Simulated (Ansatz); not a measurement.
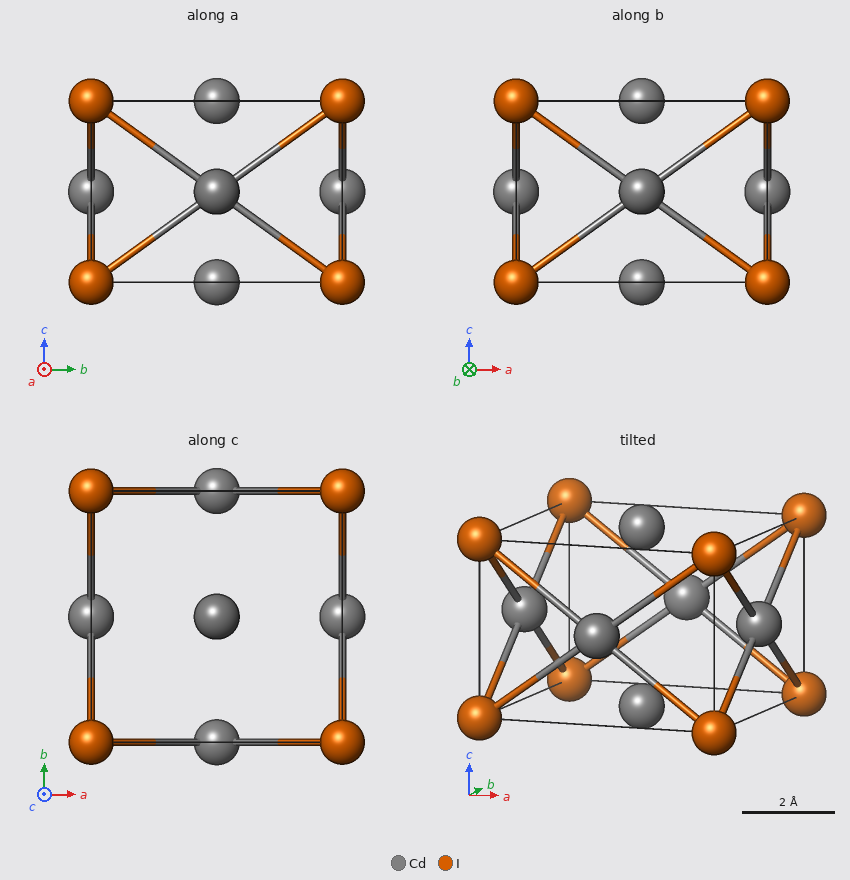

We look at a ball-and-stick model of the crystal along the a axis, along the b axis, along the c axis and slightly off an axis. One conventional unit cell is outlined, and atoms on its boundary appear in each equivalent place.

Lattice parameters: a = 5.4938 Å, b = 5.4938 Å, c = 3.9636 Å, α = 90.000°, β = 90.000°, γ = 90.000°.

Question: Give the structure in the form of a CIF in P1 with every atom of the cell.

Answer:
```cif
data_structure
_symmetry_space_group_name_H-M 'P 1'
_symmetry_Int_Tables_number 1
_cell_length_a 5.4938
_cell_length_b 5.4938
_cell_length_c 3.9636
_cell_angle_alpha 90.000
_cell_angle_beta 90.000
_cell_angle_gamma 90.000
_cell_volume 119.63
loop_
_atom_site_label
_atom_site_type_symbol
_atom_site_fract_x
_atom_site_fract_y
_atom_site_fract_z
_atom_site_occupancy
Cd1 Cd 0.0000 0.5000 0.5000 1
Cd2 Cd 0.5000 0.0000 0.5000 1
Cd3 Cd 0.5000 0.5000 0.0000 1
I1 I 0.0000 0.0000 0.0000 1
```

The structure was taken from a structure type filled with these elements by a generator (whether the compound takes this form wasn't checked). It is drawn as it came out of a relaxation with DFT PBE, scalar-relativistic, plane waves, PAW (Ansatz).
